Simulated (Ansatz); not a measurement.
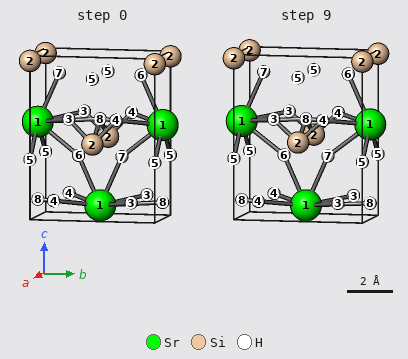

The structure of a crystal of SrSiH₆ (built on the LaYMg6-38 type type) before (left) and after (right) a relaxation, at one scale.

A ball-and-stick model of the conventional cell (2 times the calculation's cell), seen slightly off an axis. Lengths and directions refer to the drawn axes.

All numbers below come from Ansatz, DFT, r2SCAN+rVV10, plane waves, PAW. (plane-wave cutoff 500 eV; k-point mesh 8 × 6 × 6; occupations fermi dirac; smearing width 0.03 eV; no spin polarisation; cell and atoms relaxed; force threshold 0.01 eV/Å; at most 120 steps)

Question: Summarise the run.

Answer: Si2 moves most relative to the cell: 0.071 Å along +c. By element the largest moves are Si 0.071 Å, H 0.038 Å, Sr 0.001 Å. Cell: a 3.190 → 3.204 Å (+0.4 %), b 5.814 → 5.983 Å (+2.9 %), c 7.494 → 7.548 Å (+0.7 %). Volume +4.1 %. Near-neighbour distances that change, for instance: Sr1–H8 2.915 → 2.996 Å, Sr1–H6 2.414 → 2.475 Å, Si2–H8 1.881 → 1.835 Å, Si2–H3 1.580 → 1.542 Å. Bond angles that change, for instance: H3–Si2–H4 88.1° → 95.5°, Sr1–H3–Si2 114.4° → 118.0°. The space group stays Amm2 (No. 38). The energy falls by 45.0 meV per cell of the calculation in 7 accepted moves (9 points after the start). Largest force component: 0.73 eV/Å at the start, 0.0042 eV/Å at the end. Pressure: 0.67 GPa at the start and 0.02 GPa at the end. The line search rejected the trial step at point 1 of the run. The SCF was repeated once at an unchanged geometry on a basis and grid sized afresh for the cell, which shifted the energy by 0.7 meV per cell of the calculation at most.
